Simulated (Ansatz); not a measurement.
**Profile along the Te–Pb line in PbTe (rock salt)**

PbTe (rock salt)

```xyz
2
Lattice="0.0000 3.2212 3.2212 3.2212 0.0000 3.2212 3.2212 3.2212 0.0000" Properties=species:S:1:pos:R:3 pbc="T T T"
Te     0.0000     0.0000     0.0000
Pb     3.2212     3.2212     3.2212
```

Fields along a shortest Te–Pb line of a {110} plane (3.22 Å), from Te to Pb, interpolated on the slice's grid (step about 0.2 Å). Method: PBEsol (plane waves to 420 eV, PAW, scalar-relativistic; Ansatz, a program for electronic structure). k mesh 9×9×9. These are valence fields of a PAW run, semicore shells included where kept as valence: close to a nucleus they are smooth pseudo fields. PbTe was relaxed with its symmetry unable to fall. Spin-orbit coupling is left out, though Pb and Te are heavy. The PAW data are Ansatz's earlier set.

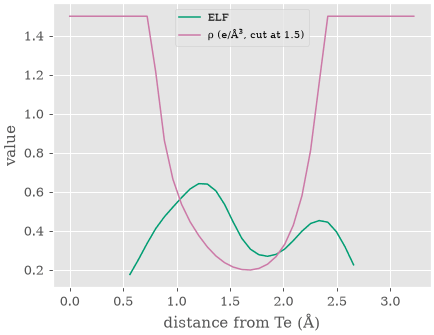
Fig. 1. ELF (away from the nuclei) and valence density from Te to Pb.

Density on the Te–Pb line (3.22 Å) at its density minimum, 1.7 Å from Te: 0.20 e/Å³. ELF at that point: 0.3. ELF maximum in the middle third of the Te–Pb line: 0.64, 1.2 Å from Te.
